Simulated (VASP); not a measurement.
# SbRh under strain, part 3 of 4

Aim: follow the pressure of SbRh through compression, expansion and shear. All runs use PBEsol. Left out of this account: 1 further run (self-consistent run: a reference on another mesh). The start is a cell from a database of measured crystal structures.

VASP 6.6.1; PBEsol; plane waves and PAW (Sb, Rh_pv).

Still holding for the runs below: Spin-orbit coupling is off here; with elements this heavy it splits and shifts levels by tenths of an eV or more.

So far, pressure (GPa): step 2 (bands, cell as listed) -0.497; step 3 (cell volume +4.0 %) -6.37; step 4 (cell volume +8.0 %) -11.0.

## (5) Bands, sheared, principal strains -2.2, -0.9, +3.1 %

The cell is sheared at fixed volume, which lowers its symmetry.

INCAR

```
SYSTEM = SbRh
PREC = Accurate
ENCUT = 400
EDIFF = 1E-06
NELM = 100
ISMEAR = -1
SIGMA = 0.05
LREAL = .FALSE.
ALGO = Normal
GGA = PS
NBANDS = 61
LASPH = .TRUE.
LORBIT = 11
LWAVE = .FALSE.
LCHARG = .FALSE.
KPAR = 8
```

POSCAR

```
SbRh
1.0
    5.8764810000      0.0434540000     -0.0528890000
    0.0281030000      3.8190070000     -0.0234330000
   -0.0560100000     -0.0383710000      6.5003890000
Sb Rh
4 4
Direct
    0.1949000000      0.2500000000      0.5915000000
    0.3051000000      0.7500000000      0.0915000000
    0.6949000000      0.2500000000      0.9085000000
    0.8051000000      0.7500000000      0.4085000000
    0.0053000000      0.2500000000      0.1942000000
    0.4947000000      0.7500000000      0.6942000000
    0.5053000000      0.2500000000      0.3058000000
    0.9947000000      0.7500000000      0.8058000000
```

KPOINTS

```
Automatic mesh
0
Gamma
5 8 5
0 0 0
```

KPOINTS_OPT

```
Line mode
12
Line-mode
Reciprocal
  0.00000000  -0.50000000   0.00000000 X
  0.00000000   0.00000000   0.00000000 GAMMA

  0.00000000   0.00000000   0.00000000 GAMMA
  0.00000000   0.00000000   0.50000000 Y

  0.00000000  -0.50000000   0.50000000 L
  0.00000000   0.00000000   0.00000000 GAMMA

  0.00000000   0.00000000   0.00000000 GAMMA
 -0.50000000   0.00000000   0.00000000 Z

 -0.50000000  -0.50000000   0.00000000 N
  0.00000000   0.00000000   0.00000000 GAMMA

  0.00000000   0.00000000   0.00000000 GAMMA
 -0.50000000   0.00000000   0.50000000 M

 -0.50000000  -0.50000000   0.50000000 R
  0.00000000   0.00000000   0.00000000 GAMMA
```

PAW data sets: Sb and Rh_pv (PBE family, release 64).

Run with:

```console
$ mpirun -np 8 vasp_std
```

What it wrote:

```text
[... set-up lines as in an earlier step ...]
 entering main loop
       N       E                     dE             d eps       ncg     rms          rms(c)
DAV:   1     0.721875145771E+03    0.72188E+03   -0.36691E+04 13994   0.105E+03
DAV:   2    -0.218055546392E+02   -0.74368E+03   -0.70438E+03 13890   0.343E+02
DAV:   3    -0.552513528829E+02   -0.33446E+02   -0.32588E+02 13817   0.763E+01
DAV:   4    -0.557985812144E+02   -0.54723E+00   -0.54621E+00 13693   0.101E+01
DAV:   5    -0.558100135182E+02   -0.11432E-01   -0.11432E-01 14045   0.159E+00    0.176E+01
DAV:   6    -0.550996487285E+02    0.71036E+00   -0.23347E+00 13637   0.928E+00    0.724E+00
DAV:   7    -0.549135907881E+02    0.18606E+00   -0.62334E-01 12924   0.499E+00    0.537E+00
DAV:   8    -0.548039835982E+02    0.10961E+00   -0.34255E-01 13711   0.342E+00    0.421E-01
DAV:   9    -0.548032199208E+02    0.76368E-03   -0.95967E-03 13119   0.708E-01    0.303E-01
DAV:  10    -0.548026977363E+02    0.52218E-03   -0.25004E-03 13821   0.637E-01    0.208E-01
DAV:  11    -0.548022399958E+02    0.45774E-03   -0.12459E-03 13111   0.312E-01    0.281E-02
DAV:  12    -0.548022365232E+02    0.34726E-05   -0.12448E-04 13679   0.577E-02    0.116E-02
DAV:  13    -0.548022364927E+02    0.30437E-07   -0.59984E-06 13260   0.126E-02
   1 F= -.54802236E+02 E0= -.54787665E+02  d E =-.291434E-01
 Start KPOINTS_OPT (optional k-point list driver)
k-point batch [1-84\84]
       N       E                     dE             ncg
DAV:   1     0.287398873870E+05   -0.47211E+05    11648
DAV:   2    -0.338018610535E+05   -0.62542E+05    11769
DAV:   3    -0.365167163522E+05   -0.27149E+04    11592
DAV:   4    -0.365614526491E+05   -0.44736E+02    11472
DAV:   5    -0.365624669722E+05   -0.10143E+01    12276
DAV:   6    -0.365625063418E+05   -0.39370E-01    11649
DAV:   7    -0.365625085281E+05   -0.21863E-02    12100
DAV:   8    -0.365625086537E+05   -0.12553E-03    10278
DAV:   9    -0.365625086592E+05   -0.55307E-05     7303
DAV:  10    -0.365625086600E+05   -0.83397E-06     6483
```

Elapsed: 6.2 min, on 8 MPI ranks of AMD EPYC 7571, shared host; peak memory 6.3 GiB; 39 min of CPU time.

Parts of OUTCAR (step 5):

```text
   k-points           NKPTS =    101   k-points in BZ     NKDIM =    101   number of bands    NBANDS=     61

   ENCUT  =  400.0 eV  29.40 Ry    5.42 a.u.   9.58  6.23 10.60*2*pi/ulx,y,z

   NELECT =      80.0000    total number of electrons

 E-fermi :  11.1286

 k-point     1 :       0.0000    0.0000    0.0000
  band No.  band energies     occupation
    ...
     36       9.0948      2.00000
     37       9.1607      2.00000
     38       9.4291      2.00000
     39       9.8605      2.00000
     40      10.6640      1.99982
     41      11.7914      0.00000
     42      12.1265      0.00000
     43      13.2187      0.00000
     44      13.5924      0.00000
     45      13.8048      0.00000
    ...

  Total        1.1952975      1.9724143     -2.9996326     -1.3563292      0.8758361      1.5189754
  in kB       13.1296197     21.6657785    -32.9491506    -14.8984566      9.6205304     16.6850261
  external PRESSURE =       0.6154159 kB  Pullay stress =       0.0000000 kB

 POSITION                                       TOTAL-FORCE (eV/Angst)
 -----------------------------------------------------------------------------------
      1.11922      0.94052      3.82881         0.195275     -0.095871     -0.186660
      1.80887      2.87400      0.56107        -0.126118     -0.051276     -0.132087
      4.03971      0.95009      5.86299         0.126118      0.051276      0.132087
      4.72935      2.88357      2.59525        -0.195275      0.095871      0.186660
      0.02729      0.94753      1.25624         0.001294     -0.017305      0.003873
      2.88929      2.85911      4.46883         0.057783     -0.036342     -0.148175
      2.95928      0.96498      1.95524        -0.057783      0.036342      0.148175
      5.82128      2.87656      5.16783        -0.001294      0.017305     -0.003873
 -----------------------------------------------------------------------------------
    total drift:                                0.000000      0.000000      0.000000

  FREE ENERGIE OF THE ION-ELECTRON SYSTEM (eV)
  ---------------------------------------------------
  free  energy   TOTEN  =       -54.8022364927 eV

  energy  without entropy=      -54.7730930619  energy(sigma->0) =      -54.78766478

[... 1 part as in an earlier step ...]

[... 14 further parts left out ...]
```

The path and its labels are those of the sheared lattice, so a letter need not mean the same point as in the unstrained cell.

This step gave:

```yaml
scf_cycles: 13
irreducible_k_points: 101
symmetry_operations: 2
free_energy_toten: -54.8022 eV
energy_at_zero_smearing: -54.7877 eV
fermi_energy: 11.13 eV
pressure: 0.06154 GPa
```

The electronic bands at the labelled points (eV, zero at the Fermi level; # counts the bands kept, so #1 is VASP's band 17):

```csv
point,#21,#22,#23,#24,#25,#26,#27,#28
X,-1.67,-1.67,-1.59,-1.59,-0.10,-0.09,1.40,1.52
Γ,-1.97,-1.70,-1.27,-0.46,0.66,1.00,2.09,2.46
Y,-1.59,-1.56,0.11,0.11,0.49,0.50,1.41,1.47
jump to L,-1.84,-1.81,-1.64,-1.61,0.37,0.38,0.80,0.84
Γ,-1.97,-1.70,-1.27,-0.46,0.66,1.00,2.09,2.46
Z,-1.62,-1.62,0.13,0.15,1.01,1.03,1.84,1.89
jump to N,-1.46,-1.40,-1.38,-1.37,0.33,0.37,0.39,0.46
Γ,-1.97,-1.70,-1.27,-0.46,0.66,1.00,2.09,2.46
M,-1.39,-1.29,0.39,0.46,1.48,1.50,2.02,2.15
jump to R,-1.62,-1.58,-1.58,-1.57,1.77,1.79,1.90,1.91
Γ,-1.97,-1.70,-1.27,-0.46,0.66,1.00,2.09,2.46
```

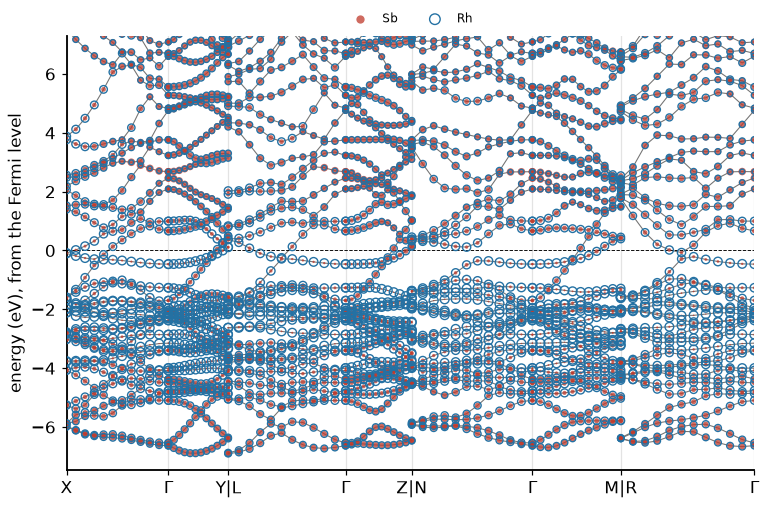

Electronic bands along the path; dots are coloured as in the legend, and their area grows with the weight.

Force by atom:

```csv
atom,x (eV/Å),y (eV/Å),z (eV/Å),size
Sb1,0.195,-0.096,-0.187,0.287
Sb2,-0.126,-0.051,-0.132,0.190
Sb3,0.126,0.051,0.132,0.190
Sb4,-0.195,0.096,0.187,0.287
Rh5,0.001,-0.017,0.004,0.018
Rh6,0.058,-0.036,-0.148,0.163
Rh7,-0.058,0.036,0.148,0.163
Rh8,-0.001,0.017,-0.004,0.018
```

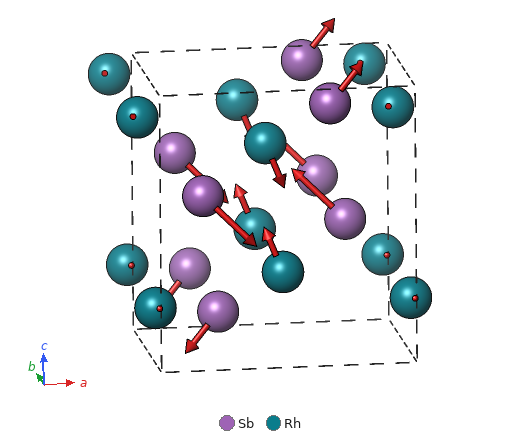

Force as arrows, the longest 0.287 eV/Å. 1×2×1 cells are drawn. Some periodic images of atoms are drawn too.

 The pressure is 0.06 GPa, and the symmetry operations fall from 8 to 2.

## (6) Bands, volume times 0.96

The cell is compressed evenly, with fractional positions held.

INCAR is that of step 5.

POSCAR: that of step 5 with these lines changed.

```diff
@@ -2,5 +2,5 @@
 1.0
-    5.8764810000      0.0434540000     -0.0528890000
-    0.0281030000      3.8190070000     -0.0234330000
-   -0.0560100000     -0.0383710000      6.5003890000
+    5.8910901062      0.0000000000      0.0000000000
+    0.0000000000      3.8099030609      0.0000000000
+    0.0000000000      0.0000000000      6.2387273602
 Sb Rh
```

KPOINTS is that of step 5.

KPOINTS_OPT

```
Line mode
12
Line-mode
Reciprocal
  0.00000000   0.00000000   0.00000000 GAMMA
  0.00000000  -0.50000000   0.00000000 X

  0.00000000  -0.50000000   0.00000000 X
 -0.50000000  -0.50000000   0.00000000 S

 -0.50000000  -0.50000000   0.00000000 S
 -0.50000000   0.00000000   0.00000000 Y

 -0.50000000   0.00000000   0.00000000 Y
  0.00000000   0.00000000   0.00000000 GAMMA

  0.00000000   0.00000000   0.00000000 GAMMA
  0.00000000   0.00000000  -0.50000000 Z

  0.00000000   0.00000000  -0.50000000 Z
  0.00000000  -0.50000000  -0.50000000 U

  0.00000000  -0.50000000  -0.50000000 U
 -0.50000000  -0.50000000  -0.50000000 R

 -0.50000000  -0.50000000  -0.50000000 R
 -0.50000000   0.00000000  -0.50000000 T

 -0.50000000   0.00000000  -0.50000000 T
  0.00000000   0.00000000  -0.50000000 Z

 -0.50000000   0.00000000   0.00000000 Y
 -0.50000000   0.00000000  -0.50000000 T

  0.00000000  -0.50000000  -0.50000000 U
  0.00000000  -0.50000000   0.00000000 X

 -0.50000000  -0.50000000   0.00000000 S
 -0.50000000  -0.50000000  -0.50000000 R
```

Run with:

```console
$ mpirun -np 8 vasp_std
```

What it wrote:

```text
[... set-up lines as in an earlier step ...]
 entering main loop
       N       E                     dE             d eps       ncg     rms          rms(c)
DAV:   1     0.737579432744E+03    0.73758E+03   -0.36650E+04  6218   0.106E+03
DAV:   2    -0.215957490320E+02   -0.75918E+03   -0.72154E+03  6248   0.349E+02
DAV:   3    -0.552234801882E+02   -0.33628E+02   -0.32817E+02  6190   0.775E+01
DAV:   4    -0.557673090903E+02   -0.54383E+00   -0.54288E+00  6145   0.102E+01
DAV:   5    -0.557788933704E+02   -0.11584E-01   -0.11584E-01  6222   0.161E+00    0.194E+01
DAV:   6    -0.550570196800E+02    0.72187E+00   -0.22522E+00  6075   0.928E+00    0.806E+00
DAV:   7    -0.548696060642E+02    0.18741E+00   -0.59078E-01  5744   0.488E+00    0.567E+00
DAV:   8    -0.547639553917E+02    0.10565E+00   -0.31689E-01  6114   0.334E+00    0.380E-01
DAV:   9    -0.547631020543E+02    0.85334E-03   -0.81485E-03  5871   0.391E-01    0.229E-01
DAV:  10    -0.547626045896E+02    0.49746E-03   -0.14400E-03  6028   0.209E-01    0.330E-02
DAV:  11    -0.547625919290E+02    0.12661E-04   -0.11072E-04  5983   0.576E-02    0.140E-02
DAV:  12    -0.547625938444E+02   -0.19154E-05   -0.10784E-05  6024   0.185E-02    0.865E-03
DAV:  13    -0.547625925647E+02    0.12797E-05   -0.14336E-06  3500   0.742E-03    0.308E-03
DAV:  14    -0.547625922354E+02    0.32935E-06   -0.13769E-07  3250   0.218E-03
   1 F= -.54762592E+02 E0= -.54750098E+02  d E =-.249888E-01
 Start KPOINTS_OPT (optional k-point list driver)
k-point batch [1-45\144]
       N       E                     dE             ncg
DAV:   1     0.162169524510E+05   -0.46870E+05     6242
DAV:   2    -0.177406912529E+05   -0.33958E+05     6240
DAV:   3    -0.192160659046E+05   -0.14754E+04     6256
DAV:   4    -0.192396364713E+05   -0.23571E+02     6150
DAV:   5    -0.192401825919E+05   -0.54612E+00     6504
DAV:   6    -0.192402040560E+05   -0.21464E-01     6219
DAV:   7    -0.192402052727E+05   -0.12167E-02     6302
DAV:   8    -0.192402053458E+05   -0.73044E-04     5630
DAV:   9    -0.192402053485E+05   -0.27345E-05     3875
DAV:  10    -0.192402053489E+05   -0.37770E-06     3373
[...]
k-point batch [136-144\144]
       N       E                     dE             ncg
DAV:   1     0.579827025093E+05   -0.17288E+05     1258
DAV:   2     0.512537988174E+05   -0.67289E+04     1228
DAV:   3     0.509618382650E+05   -0.29196E+03     1244
DAV:   4     0.509574981732E+05   -0.43401E+01     1173
DAV:   5     0.509573895176E+05   -0.10866E+00     1307
DAV:   6     0.509573853326E+05   -0.41849E-02     1197
DAV:   7     0.509573850974E+05   -0.23524E-03     1257
DAV:   8     0.509573850821E+05   -0.15227E-04     1016
DAV:   9     0.509573850815E+05   -0.64720E-06      744
```

Elapsed: 4.2 min, on 8 MPI ranks; peak memory 3.7 GiB.

From OUTCAR (step 6):

```text
   ENCUT  =  400.0 eV  29.40 Ry    5.42 a.u.   9.61  6.21 10.17*2*pi/ulx,y,z

   NELECT =      80.0000    total number of electrons

 E-fermi :  11.8420

 k-point     1 :       0.0000    0.0000    0.0000
  band No.  band energies     occupation
    ...
     36       9.7342      2.00000
     37       9.7962      2.00000
     38       9.8820      2.00000
     39      10.4992      2.00000
     40      11.2288      1.99999
     41      12.6705      0.00000
     42      12.8573      0.00000
     43      13.9822      0.00000
     44      14.3450      0.00000
     45      14.4538      0.00000
    ...

  Total        6.2876430      6.2407489      5.7956791     -0.0000000      0.0000000      0.0000000
  in kB       71.9437148     71.4071493     66.3146242     -0.0000000      0.0000000      0.0000000
  external PRESSURE =      69.8884961 kB  Pullay stress =       0.0000000 kB

 POSITION                                       TOTAL-FORCE (eV/Angst)
 -----------------------------------------------------------------------------------
      1.14817      0.95248      3.69021        -0.008945      0.000000      0.071121
      1.79737      2.85743      0.57084         0.008945      0.000000      0.071121
      4.09372      0.95248      5.66788        -0.008945      0.000000     -0.071121
      4.74292      2.85743      2.54852         0.008945      0.000000     -0.071121
      0.03122      0.95248      1.21156         0.165522     -0.000000     -0.176524
      2.91432      2.85743      4.33092        -0.165522      0.000000     -0.176524
      2.97677      0.95248      1.90780         0.165522      0.000000      0.176524
      5.85987      2.85743      5.02717        -0.165522     -0.000000      0.176524
 -----------------------------------------------------------------------------------
    total drift:                                0.000000      0.000000      0.000000

  FREE ENERGIE OF THE ION-ELECTRON SYSTEM (eV)
  ---------------------------------------------------
  free  energy   TOTEN  =       -54.7625922354 eV

  energy  without entropy=      -54.7376033901  energy(sigma->0) =      -54.75009781

[... 5 parts as in an earlier step ...]

[... 11 further parts left out ...]
```

Numbers from this step:

| Property | Result |
| --- | --- |
| SCF cycles | 14 |
| irreducible k-points | 45 |
| symmetry operations | 8 |
| free energy (TOTEN) | -54.7626 eV |
| energy at zero smearing | -54.7501 eV |
| Fermi energy | 11.84 eV |
| pressure | 6.989 GPa |

Electronic bands along the path, in eV, zero at the Fermi level; # counts the bands kept, so #1 is VASP's band 17:

```csv
point,#21,#22,#23,#24,#25,#26,#27,#28
Γ,-2.05,-1.96,-1.34,-0.61,0.83,1.02,2.14,2.50
X,-1.84,-1.84,-1.61,-1.61,-0.05,-0.05,1.65,1.65
S,-1.53,-1.53,-1.53,-1.53,0.53,0.53,0.53,0.53
Y,-1.76,-1.76,-0.01,-0.01,0.86,0.86,2.00,2.00
Γ,-2.05,-1.96,-1.34,-0.61,0.83,1.02,2.14,2.50
Z,-1.60,-1.60,0.13,0.13,0.50,0.50,1.53,1.53
U,-1.90,-1.90,-1.77,-1.77,0.46,0.46,0.91,0.91
R,-1.72,-1.72,-1.72,-1.72,2.05,2.05,2.05,2.05
T,-1.28,-1.28,0.37,0.37,1.53,1.53,2.00,2.00
Z,-1.60,-1.60,0.13,0.13,0.50,0.50,1.53,1.53
jump to Y,-1.76,-1.76,-0.01,-0.01,0.86,0.86,2.00,2.00
T,-1.28,-1.28,0.37,0.37,1.53,1.53,2.00,2.00
jump to U,-1.90,-1.90,-1.77,-1.77,0.46,0.46,0.91,0.91
X,-1.84,-1.84,-1.61,-1.61,-0.05,-0.05,1.65,1.65
jump to S,-1.53,-1.53,-1.53,-1.53,0.53,0.53,0.53,0.53
R,-1.72,-1.72,-1.72,-1.72,2.05,2.05,2.05,2.05
```

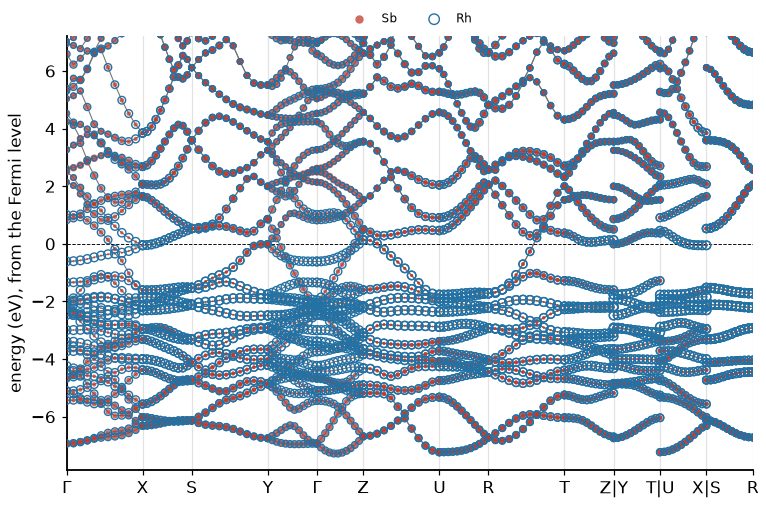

Electronic bands along the path; dots are coloured as in the legend, and their area grows with the weight.

Force by atom:

```csv
atom,x (eV/Å),y (eV/Å),z (eV/Å),size
Sb1,-0.009,0.000,0.071,0.072
Sb2,0.009,0.000,0.071,0.072
Sb3,-0.009,0.000,-0.071,0.072
Sb4,0.009,0.000,-0.071,0.072
Rh5,0.166,0.000,-0.177,0.242
Rh6,-0.166,0.000,-0.177,0.242
Rh7,0.166,0.000,0.177,0.242
Rh8,-0.166,0.000,0.177,0.242
```

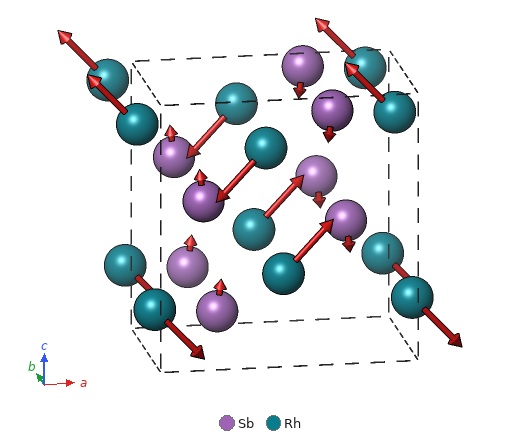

Force as arrows, the longest 0.242 eV/Å. 1×2×1 cells are drawn. Some periodic images of atoms are drawn too.

 The pressure is 6.99 GPa.

(Continued in part 4 of 4.)

[Lines on the potential files, build, host, timing and source positions are cut from VASP's logs without a mark.]

[Logs are printed without paths, hosts, clocks, repeated set-up lines and the standing remarks that a program may print on its own settings, such as how far it seeks lower states.]

[Hosts, paths, dates, database ids (printed as entryN), source tags and the programs' standing remarks are cut or masked in the printed files.]

[A measured line is paired with the nearest computed mode of its activity, which favours agreement.]
